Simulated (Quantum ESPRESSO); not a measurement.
# Voltage at the next charge: Ru(0001), 4 layers, one monolayer of N on fcc sites against an electrode

**Set-up.** Quantum ESPRESSO 7.5, PBE, GBRV ultrasoft; ESM with bc3, a metal electrode 5.04 Å above the top atoms; cell area 6.313 Å²; ions fixed. V is the potential energy of an electron at the electrode over the slab's Fermi level, divided by e, so that it equals the work function at zero charge; positive charge removes electrons.

```
charge (e a cell)  V (V)
                0  7.125
           0.0095  8.284
           0.0189  9.436
```

One more run was made and is withheld. What is V at a charge of 0.0379 e, and what capacitance do the rows imply?

**Worked estimate.** The last two rows give dV/dq = (9.436 − 8.284)/(0.0189 − 0.0095) = 122.6 V/e, so C = 1602/(6.313 × 122.6) = 2.07 µF/cm², an effective gap of 8.854/2.07 = 4.28 Å. At constant C, V = 9.436 + 122.6 × 0.019 = 11.76 V.

**The withheld run.** V = 11.782 V; the estimate misses by −0.02 V, 0.8 % of the step. Over the three intervals C goes 2.08, 2.07 and 2.06 µF/cm².

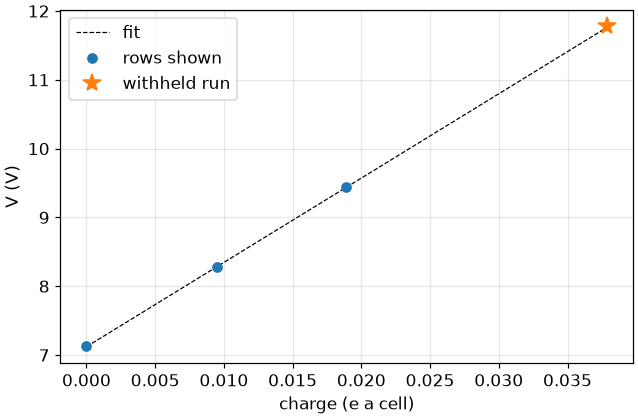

The rows shown, the fit and the withheld run.

**Limits.** Vacuum fills the gap; a dielectric or electrolyte would change C. The slab is thin.

[Logs are printed without paths, hosts, clocks, repeated set-up lines and the standing remarks that a program may print on its own settings, such as how far it seeks lower states.]
